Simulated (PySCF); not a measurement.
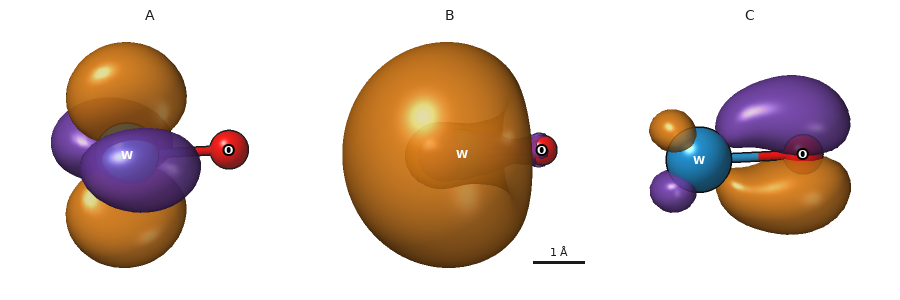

Figure. WO (triplet). Three frontier β-spin orbitals, each drawn at the value that holds 80 % of its norm (orange and purple are the two phases), in no order; of a degenerate pair one member is drawn.

⟨S²⟩ = 2.07, above the pure value of 2.00; core potentials replace the inner electrons of W.

Method: PySCF, PBE0/def2-TZVPPD, non-relativistic Hamiltonian with scalar-relativistic core potentials where named, at a bond length of 1.650 Å.

Name the orbitals and rank them from lowest to highest energy.

Orbital C: π, occupied in this spin, −11.48 eV; mainly on O (75 %).
Orbital B: σ, occupied in this spin, −5.69 eV; almost wholly on W.
Orbital A: δ, empty in this spin, −2.26 eV; almost wholly on W.
